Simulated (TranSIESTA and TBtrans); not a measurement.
Device: Sn chain with one bond stretched by 1.5 Å. Leads: straight Sn chain, spacing 2.75 Å. Geometry: as built, not relaxed.

Computed with TranSIESTA and TBtrans, PBE, DZP numerical orbitals (energy shift 0.15 eV), PseudoDojo norm-conserving scalar-relativistic potentials, mesh cutoff 200 Ry, 300 K, no spin polarisation, no spin-orbit coupling; self-consistent non-equilibrium Green functions.

Energies count from the leads' Fermi level. Transmissions are for one spin of a degenerate pair. The energy step is 0.01 eV; narrower resonances are cut or missed.

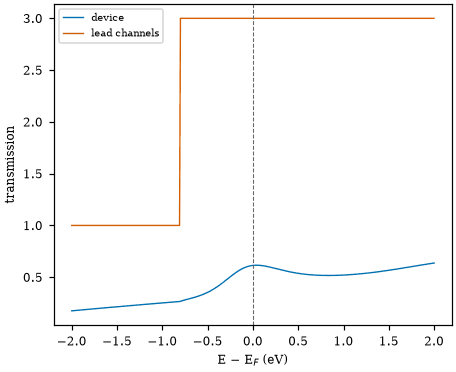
Fig. 1. Transmission against energy

```csv
E (eV),T,lead channels
-2.00,0.18,1
-1.80,0.19,1
-1.60,0.21,1
-1.40,0.22,1
-1.20,0.24,1
-1.00,0.25,1
-0.80,0.27,band edge
-0.60,0.32,3
-0.40,0.40,3
-0.20,0.54,3
0.00,0.61,3
0.20,0.60,3
0.40,0.55,3
0.60,0.53,3
0.80,0.52,3
1.00,0.52,3
1.20,0.53,3
1.40,0.55,3
1.60,0.58,3
1.80,0.61,3
2.00,0.64,3
```

The straight chain is held at its spacing; free chains may zigzag or dimerise. No spin-polarised start was tried, so a magnetic state, if there is one, is missed.
